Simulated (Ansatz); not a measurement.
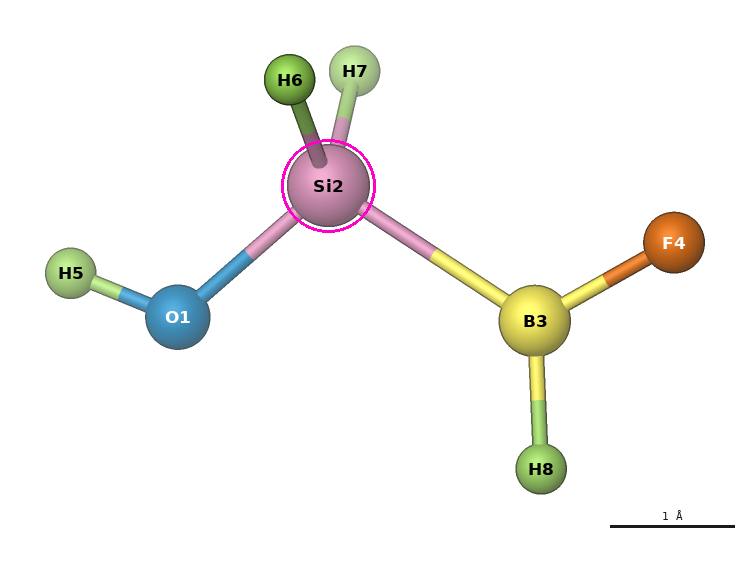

Orthographic view. Atoms fade into the background with distance from the viewer. Computed geometry: PBE0-D4/def2-TZVP optimisation. No frequency run is at hand to confirm it as a minimum.

Name the neighbours of the circled atom.

The circled atom is Si2; it is bonded to O1, B3, H6, H7.

Which atom is farthest from the viewer?

H7, 1.2 Å behind the mean position.

Which two atoms are farthest apart in space?

F4 and H5, 5.03 Å.

Which atom is nearest the viewer?

H6, 1.1 Å in front of the mean position.
